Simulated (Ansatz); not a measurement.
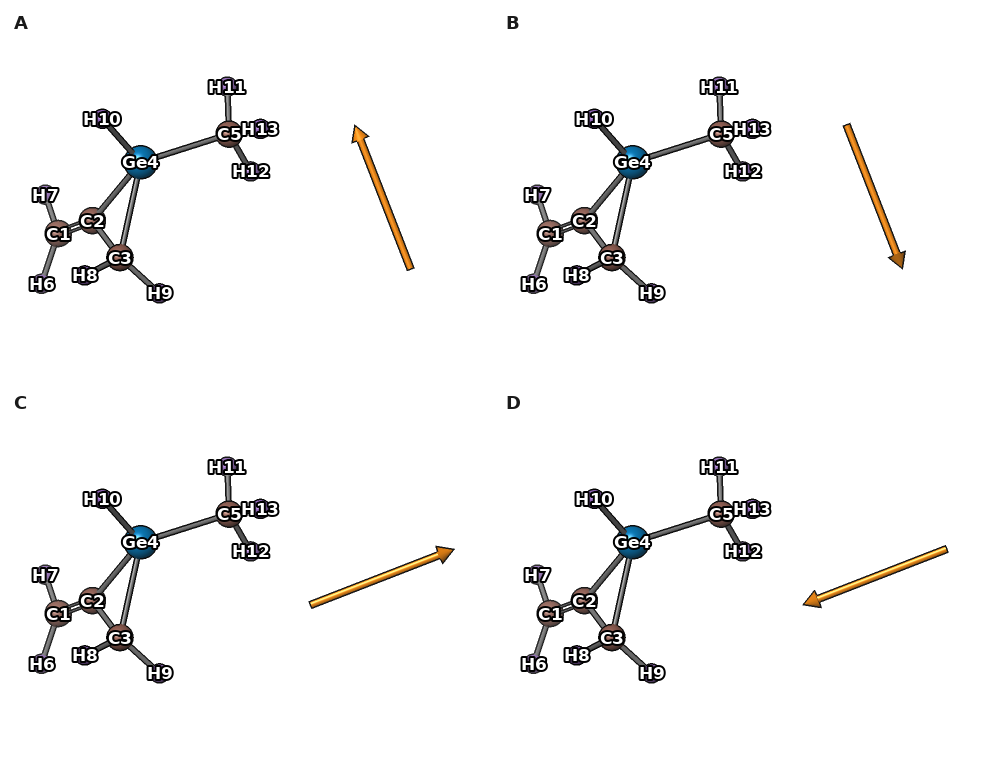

The same molecule four times, each with an arrow. Computed geometry: PBE-D4/def2-SVP optimisation. No frequency run is at hand to confirm it as a minimum. Method: RKS PBE-D4/def2-SVP (Ansatz 0.2.0).

Which arrow points along the dipole moment, from the negative to the positive end?

Answer. C. The dipole moment is 1.05 D; it points from the side of H6 to the side of H13 (the outermost atoms at the two ends).
